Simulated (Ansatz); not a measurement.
One crystal and one scan (scan of one atom of the cell) at two levels, PBE (plane waves to 420 eV, PAW, scalar-relativistic; Ansatz, a quantum-chemistry and plane-wave program) and r2SCAN (plane waves to 500 eV, PAW, scalar-relativistic; Ansatz), each from its own relaxed cell and on its own mesh. The cell shown is that of PBE.

Relaxed HfN (rock salt):

```xyz
2
Lattice="0.0000 2.2739 2.2739 2.2739 0.0000 2.2739 2.2739 2.2739 0.0000" Properties=species:S:1:pos:R:3 pbc="T T T"
N      0.0000     0.0000     0.0000
Hf     2.2739     2.2739     2.2739
```

In each cell atom 1 (N, nearest neighbour Hf at 2.274 Å; its periodic images, 3.2 Å or more away, move with it) moves by s·(0.000, 0.000, 1.000) (along Cartesian z), the rest being held.

Energies are smeared free energies. HfN is run without spin polarisation. HfN was relaxed with its symmetry unable to fall. Spin-orbit coupling is left out, though Hf is heavy. (PBE) Left out: 4 of 11 points, with atoms too close for the PAW data. (r2SCAN) Left out: 4 of 11 points, with atoms too close for the PAW data. With partly filled bands, energies and forces of such displacements shift with the k mesh and the smearing. Percentages come from the unrounded values. Both scans cover s from -0.408 to 0.408 Å.

```tsv
quantity	PBE	r2SCAN	PBE − r2SCAN
Lattice constant a (Å)	4.548	4.525	+0.023 (+0.5 %)
Energy at s = 0.408 Å (meV/cell)	1047	1102	-55 (-5.0 %)
Force along the line at s = -0.408 Å (eV/Å)	5.865	6.134	-0.269 (-4.4 %)
Force constant k = d²E/ds² at s = 0 (finite differences) (eV/Å²)	10.68	11.27	-0.59 (-5.3 %)
Zone-centre optical wavenumber from k (cm⁻¹)	473	486	-13 (-2.7 %)
```

PBE gives the higher value for: lattice constant a. PBE gives the lower value for: energy at s = 0.408 Å; force along the line at s = -0.408 Å; force constant k = d²E/ds² at s = 0; zone-centre optical wavenumber from k. Both give the same symmetry of the curve: even: the same for both signs. Neither level is exact: the differences show how much the result hangs on the functional.

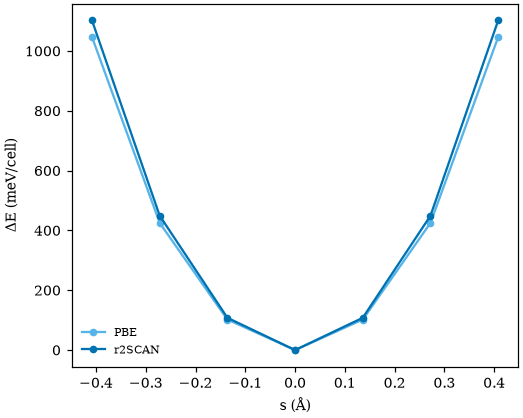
Fig. 1. ΔE, each from the undisplaced structure of its own level.

(A displaced cell: forces are minus the slopes of the energy, force constants its curvatures, and phonons follow from these.)
